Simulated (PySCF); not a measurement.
**C₃H₉NSi (SMILES C1C[SiH2]CN1): density, localisation and related maps**

```yaml
atoms:
  - { symbol: C, position_ang: [-0.9592, -0.7922, 0.4859] }
  - { symbol: C, position_ang: [-1.2167, 0.5667, -0.2011] }
  - { symbol: Si, position_ang: [0.5254, 1.3021, -0.3395] }
  - { symbol: C, position_ang: [1.4185, -0.3452, 0.0652] }
  - { symbol: N, position_ang: [0.3321, -1.2860, 0.1017] }
  - { symbol: H, position_ang: [-1.7285, -1.5352, 0.2205] }
  - { symbol: H, position_ang: [-1.0420, -0.6481, 1.5866] }
  - { symbol: H, position_ang: [-1.6127, 0.4129, -1.2185] }
  - { symbol: H, position_ang: [-1.9349, 1.1934, 0.3488] }
  - { symbol: H, position_ang: [0.8324, 1.8216, -1.7089] }
  - { symbol: H, position_ang: [0.8141, 2.3927, 0.6456] }
  - { symbol: H, position_ang: [2.1510, -0.6035, -0.7177] }
  - { symbol: H, position_ang: [1.9879, -0.2700, 1.0176] }
  - { symbol: H, position_ang: [0.4326, -2.2091, -0.2861] }
```

Geometry: PBE0-D3(BJ)/def2-SVP.

Theory: PySCF, PBE0/pcSseg-1, SCF density, gas phase, non-relativistic.

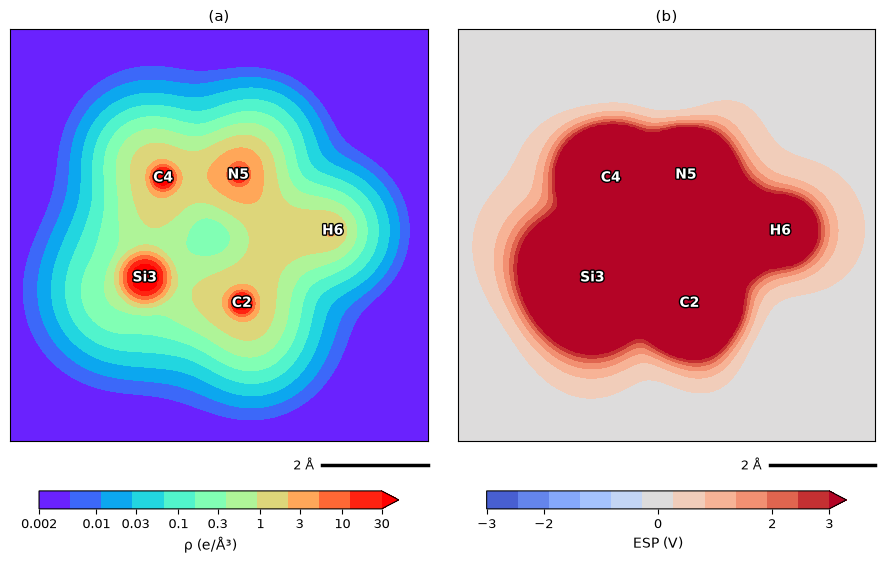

Figure 1. (a) electron density; (b) molecular electrostatic potential on the plane of atoms C2, Si3 and C4.

Question: What do the fields say about this system?

Answer: Atoms in the plane: C, Si, N and H. C–N (1.44 Å): ρ at the midpoint is about 1.9 e/Å³. C–Si (1.90 Å): the density is about 0.92 e/Å³ at the midpoint. The potential has no marked negative region in this plane.

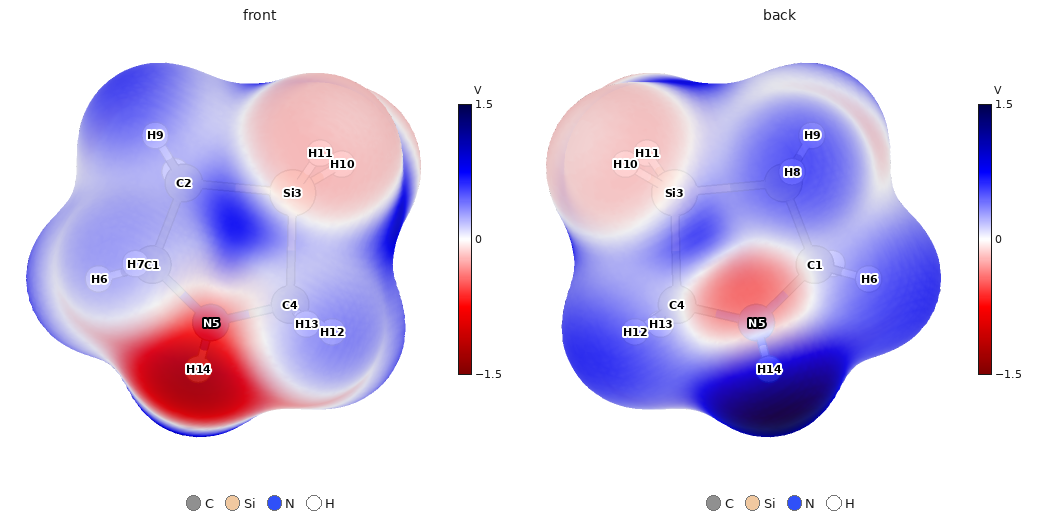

Figure 2. The molecular electrostatic potential painted on the density surface at 0.002 e/bohr³, seen from the front and from behind; the colour scale runs from red (negative) to blue (positive).

Question: Where is the surface potential most negative and most positive?

Answer: The most negative region (about −1.1 V) lies over N5, the most positive (about +1.5 V) over H14. N5 is the likeliest acceptor of a hydrogen bond.
